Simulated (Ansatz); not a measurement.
# GaAs: the cost of one run

Program: Ansatz 0.2.0 (single point, r2SCAN, plane waves PAW). Host: Arm Neoverse N1, 56 cores, 56 hardware threads, 90 GiB; it was booked for these runs alone, one at a time. Each run is timed once from launch to exit, start-up included.

## (1) What is computed

The cell holds 16 atoms in 380 Å³, 2×2×2 copies of a database cell, with the atoms displaced at random so that no symmetry is left.

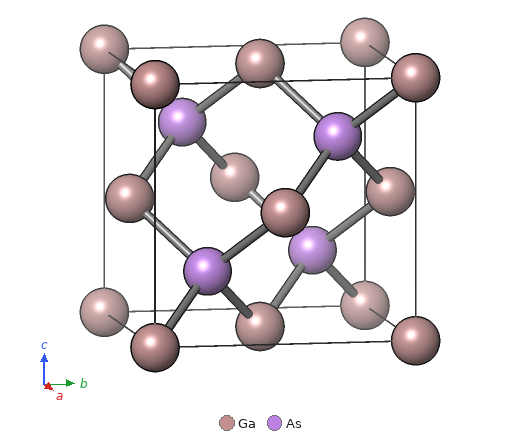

The parent crystal in its conventional cell, ideal positions, seen slightly off an axis (gallium pink, arsenic purple).

## (2) The reference run

Contents of input.yaml:

```yaml
crystal:
  lattice:
    - [0.000000, 5.750182, 5.750182]
    - [5.750182, 0.000000, 5.750182]
    - [5.750182, 5.750182, 0.000000]
  atoms:
    - { symbol: Ga, position: [0.011501, -0.003260, 0.001942] }
    - { symbol: As, position: [0.125721, 0.129108, 0.118103] }
    - { symbol: Ga, position: [-0.002040, -0.003696, 0.494714] }
    - { symbol: As, position: [0.120849, 0.122479, 0.623589] }
    - { symbol: Ga, position: [-0.004460, 0.502076, -0.002693] }
    - { symbol: As, position: [0.109270, 0.630857, 0.123072] }
    - { symbol: Ga, position: [-0.003656, 0.501320, 0.501131] }
    - { symbol: As, position: [0.125260, 0.620797, 0.625942] }
    - { symbol: Ga, position: [0.492438, 0.007100, -0.006225] }
    - { symbol: As, position: [0.623984, 0.125094, 0.126077] }
    - { symbol: Ga, position: [0.498787, 0.002375, 0.482121] }
    - { symbol: As, position: [0.623850, 0.123576, 0.622228] }
    - { symbol: Ga, position: [0.506890, 0.494556, -0.001048] }
    - { symbol: As, position: [0.614341, 0.625703, 0.116342] }
    - { symbol: Ga, position: [0.491597, 0.511005, 0.502833] }
    - { symbol: As, position: [0.624309, 0.625196, 0.617207] }
kpoints:
  mp_grid: { grid: [3, 3, 3] }
hamiltonian:
  xc: r2scan
  pseudopotentials: { azcp: { folder: soft_1 } }
scf:
  occupations: { method: fermi_dirac, width: 0.1 }
output: { forces: true }
```

On the command line:

```bash
$ taskset -c 8-63 ansatz run input.yaml --backend cpu --max-ram 64GiB --events-out ev --progress --plain --runs-dir out
```

What time and memory should one allow on 56 threads of Arm Neoverse N1, host not shared?

About 8.7 s, with a peak of 5 GiB.
